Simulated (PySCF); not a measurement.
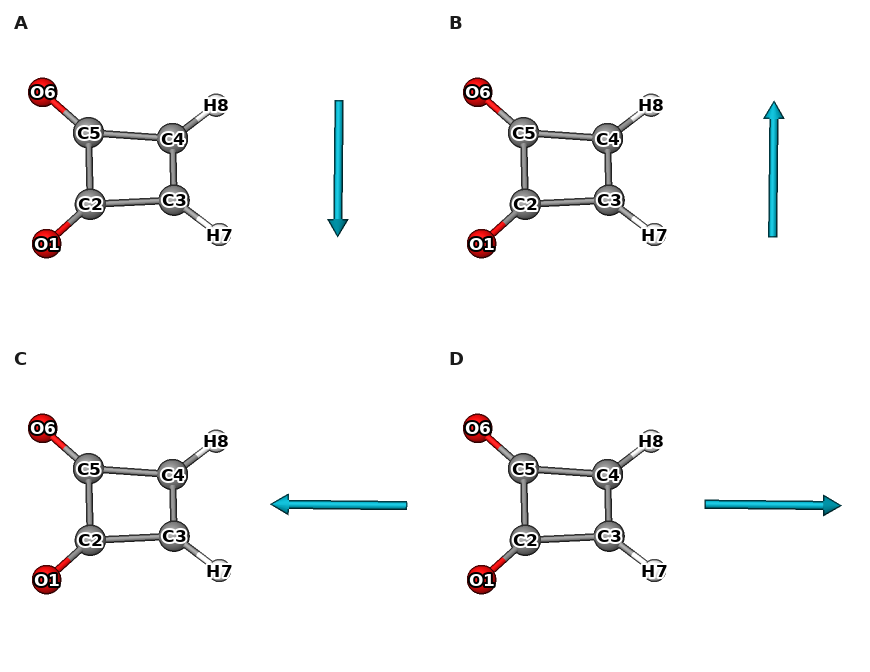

The same molecule four times, each with an arrow. The computed structure is the end point of a PBE0-D3(BJ)/def2-SVP optimisation. No frequency run is at hand to confirm it as a minimum. Level of theory: PBE0/pcSseg-1 in dichloromethane (IEF-PCM) (PySCF 2.14.0).

### Which arrow points along the dipole moment, from the negative to the positive end?

D. The dipole moment is 5.61 D; it points from the side of O1, O6 to the side of H7, H8 (the outermost atoms at the two ends).
